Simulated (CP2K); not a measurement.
# SiH3F (SMILES F[SiH3]) at GFN2-xTB

Aim: the energy change on altering one bond length of SiH3F at GFN2-xTB, from 2 runs. 

The calculation is run with CP2K 2026.2.

6 further runs of the same task are left out: 4 that didn't finish, 2 set aside as unsound or not needed.

## Step 1: Starting point

SiH3F: 5 atoms, total charge 0, spin state singlet. As SMILES, `F[SiH3]`. The coordinates come from a PBE0-D4/def2-TZVP relaxation.

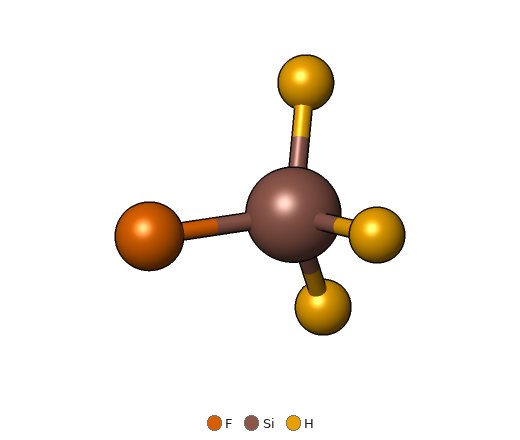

Viewed from a chosen angle; fluorine orange, silicon brown, hydrogen amber.

## Step 2: A single-point energy at GFN2-xTB

Input file molecule.inp:

```
&global
  project_name molecule
  run_type ENERGY
  print_level MEDIUM
&end

&force_eval
  method Quickstep
  &dft
    &qs
      method XTB
      eps_default 1.0E-10
      &xtb
        gfn_type TBLITE
        &tblite
          method GFN2
        &end
        check_atomic_charges F
      &end
    &end
    &poisson
      periodic NONE
      poisson_solver ANALYTIC
    &end
    &scf
      scf_guess ATOMIC
      eps_scf 1.0E-07
      max_scf 150
      added_mos 4
      &diagonalization
        algorithm STANDARD
      &end
      &mixing
        method DIRECT_P_MIXING
        alpha 0.4
      &end
      &smear ON
        method FERMI_DIRAC
        electronic_temperature [K] 300
      &end
    &end
    &print
      &moments
        periodic F
        reference COM
        max_moment 1
      &end
      &mo ON
        energies T
        occupation_numbers T
        ndigits 6
        &each
          qs_scf 0
        &end
        add_last NUMERIC
      &end
      &hirshfeld OFF
      &end
    &end
  &end
  &subsys
    &cell
      abc 10.2 10.4 10.3
      periodic NONE
    &end
    &coord
      F     -1.274600     0.162800     0.858000
      Si     0.043300    -0.019300    -0.030700
      H     -0.367800    -0.192600    -1.443700
      H      0.768600    -1.217900     0.451600
      H      0.880500     1.193400     0.123400
    &end
    &topology
      &center_coordinates
      &end
    &end
  &end
&end
```

Command:

```bash
$ OMP_NUM_THREADS=1 cp2k.psmp -i molecule.inp -o molecule.out
```

Output:

```text
CP2K| version string:                                       CP2K version 2026.2
[...]
 GLOBAL| Method name                                                        CP2K
[...]
 GLOBAL| Run type                                                         ENERGY
[...]
                             - Atoms:                                          5
[...]
                             - Spherical basis functions:                     16
[...]
 Number of electrons:                                                         14
[...]
  *** SCF run converged in    15 steps ***
[...]
  Fermi energy:                                                -0.22290527329760
[...]
 TB_DIPOLE| Moment [Debye]          1.16464698      -0.16081559      -0.78510052
 TB_DIPOLE| Derivative [a.u.]       0.00000000       0.00000000       0.00000000
[...]
 ENERGY| Total FORCE_EVAL ( QS ) energy [hartree]             -8.056843484114756
[...]
```

Wall time 0.26 s (1 thread of Arm Neoverse V1, shared host).

## Step 3: The distorted shape, same level

Input file molecule.inp:

```
&FORCE_EVAL
   METHOD QS
   &DFT
      &QS
         METHOD XTB
         EPS_DEFAULT 1.0E-10
         &XTB
            GFN_TYPE TBLITE
            &TBLITE
               METHOD GFN2
            &END TBLITE
            CHECK_ATOMIC_CHARGES F
         &END XTB
      &END QS
      ! no periodic images
      &POISSON
         PERIODIC NONE
         POISSON_SOLVER ANALYTIC
      &END POISSON
      ! self-consistent field
      &SCF
         SCF_GUESS ATOMIC
         EPS_SCF 1.0E-07
         MAX_SCF 150
         ADDED_MOS 4
         &DIAGONALIZATION
            ALGORITHM STANDARD
         &END DIAGONALIZATION
         &MIXING
            METHOD DIRECT_P_MIXING
            ALPHA 0.4
         &END MIXING
         &SMEAR ON
            METHOD FERMI_DIRAC
            ELECTRONIC_TEMPERATURE [K] 300
         &END SMEAR
      &END SCF
      ! extra output
      &PRINT
         &MOMENTS
            PERIODIC F
            REFERENCE COM
            MAX_MOMENT 1
         &END MOMENTS
         &MO ON
            ENERGIES T
            OCCUPATION_NUMBERS T
            NDIGITS 6
            &EACH
               QS_SCF 0
            &END EACH
            ADD_LAST NUMERIC
         &END MO
         &HIRSHFELD OFF
         &END HIRSHFELD
      &END PRINT
   &END DFT
   &SUBSYS
      ! vacuum box
      &CELL
         ABC 10.2 10.4 12
         PERIODIC NONE
      &END CELL
      &COORD
         F     -0.781271     0.370764     2.553632
         Si     0.536629     0.188664     1.664932
         H     -0.367800    -0.192600    -1.443700
         H      1.261929    -1.009936     2.147232
         H      1.373829     1.401364     1.819032
      &END COORD
      &TOPOLOGY
         &CENTER_COORDINATES
         &END CENTER_COORDINATES
      &END TOPOLOGY
   &END SUBSYS
&END FORCE_EVAL
&GLOBAL
   PROJECT_NAME molecule
   RUN_TYPE ENERGY
   PRINT_LEVEL MEDIUM
&END GLOBAL
```

Command:

```bash
$ OMP_NUM_THREADS=1 cp2k.psmp molecule.inp > molecule.out
```

Output:

```text
CP2K| version string:                                       CP2K version 2026.2
[...]
 GLOBAL| Method name                                                        CP2K
[...]
 GLOBAL| Run type                                                         ENERGY
[...]
 GENERATE| WARNING:: No connections detected for Hydrogen - Atom Nr:         3 !
 GENERATE|  Preliminary Number of Bonds generated:                             0
 GENERATE|  Achieved consistency in connectivity generation.
[...]
                             - Atoms:                                          5
[...]
                             - Spherical basis functions:                     16
[...]
 Number of electrons:                                                         14
[...]
  *** SCF run converged in    28 steps ***
[...]
  Fermi energy:                                                -0.33639478604469
[...]
 TB_DIPOLE| Moment [Debye]          2.20396110       0.23069589       2.44506756
 TB_DIPOLE| Derivative [a.u.]       0.00000000       0.00000000       0.00000000
[...]
 ENERGY| Total FORCE_EVAL ( QS ) energy [hartree]             -7.910571504883632
[...]
```

It took 0.28 s on 1 thread of Arm Neoverse V1, shared host.

## Step 4: Summary of results

At GFN2-xTB:

| quantity | value |
| --- | --- |
| first shape: total energy | -8.05684 Eh |
| first shape: dipole moment (from atomic charges alone) | 1.41 D |
| first shape: HOMO energy | -11.83 eV |
| first shape: LUMO energy | -5.15 eV |
| first shape: HOMO–LUMO gap | 6.68 eV |
| first shape: dispersion energy | -4.01 kJ/mol |
| distorted shape: total energy | -7.91057 Eh |
| distorted shape: dipole moment (from atomic charges alone) | 3.30 D |
| distorted shape: HOMO energy | -9.52 eV |
| distorted shape: LUMO energy | -8.78 eV |
| distorted shape: HOMO–LUMO gap | 0.74 eV |
| distorted shape: dispersion energy | -5.08 kJ/mol |
| energy change with the Si2–H3 bond stretched from 1.482 to 3.260 Å | 3.980 eV |

What this shows: One bond (distorted shape) is far stretched, which a spin-restricted single reference describes badly. With the Si2–H3 bond stretched from 1.482 to 3.260 Å the energy rises by 3.98 eV (384 kJ/mol). The first shape isn't relaxed at this level, so the change isn't measured from a minimum. A restricted reference can't describe the breaking bond well at this length. The dipole (first shape) comes from point charges on the atoms alone, without atomic dipoles, so it is partial. The dipole (distorted shape) comes from point charges on the atoms alone, without atomic dipoles, so it is partial.
